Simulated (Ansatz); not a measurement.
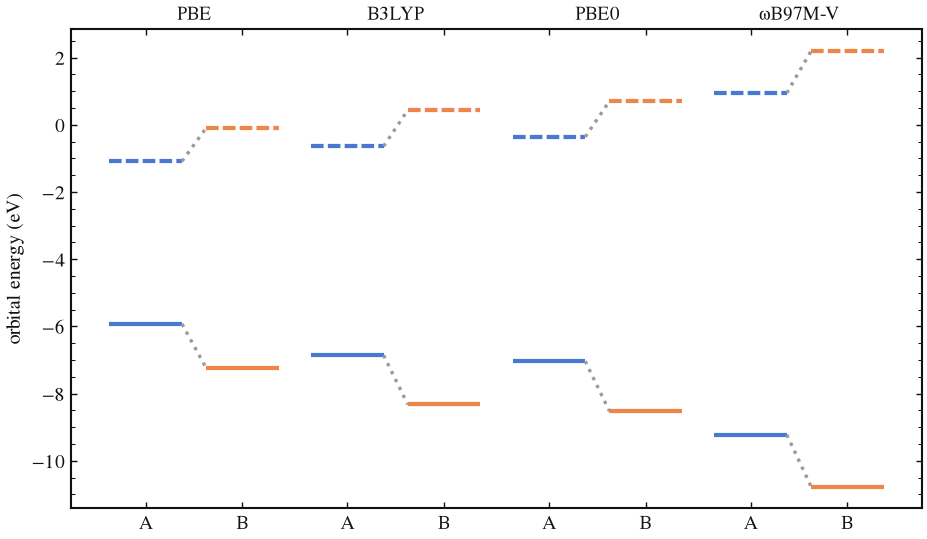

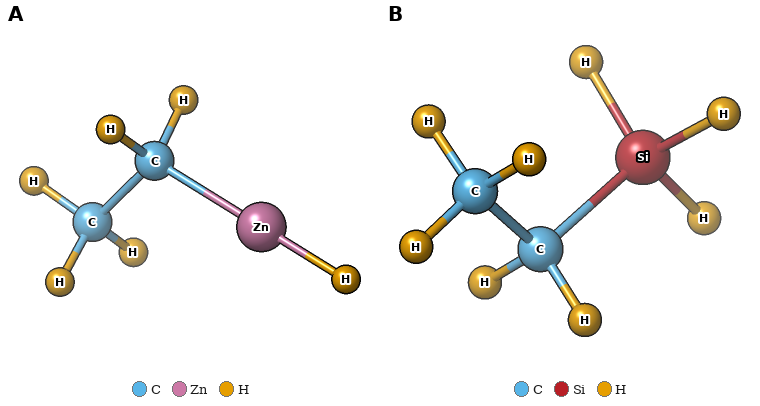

One change: A, C₂H₆Zn (SMILES C[CH2][ZnH]), becomes B, C₂H₈Si (SMILES CC[SiH3]). ZnH on C is replaced by SiH₃. HOMO (solid) and LUMO (dashed) computed in def2-TZVPP at PBE0-D4/def2-TZVP geometries, both minima by their frequencies, gas phase, the Ansatz code 0.2.0. Empty levels above zero depend strongly on the basis.

Question: What does the change do to HOMO and LUMO?

Answer: PBE: the HOMO falls by 1.32 eV, the LUMO rises by 0.99 eV, and the separation goes from 4.84 to 7.15 eV. B3LYP: the HOMO falls by 1.47 eV, the LUMO rises by 1.08 eV, and the separation goes from 6.22 to 8.76 eV. PBE0: the HOMO falls by 1.49 eV, the LUMO rises by 1.06 eV, and the separation goes from 6.68 to 9.22 eV. ωB97M-V: the HOMO falls by 1.54 eV, the LUMO rises by 1.25 eV, and the separation goes from 10.17 to 12.96 eV.

Question: Do the functionals agree on the effect?

Answer: They agree on the direction for both levels; the HOMO shift lies between −1.54 and −1.32 eV and the LUMO shift between 0.99 and 1.25 eV, while the separations themselves differ by up to 5.8 eV between functionals.
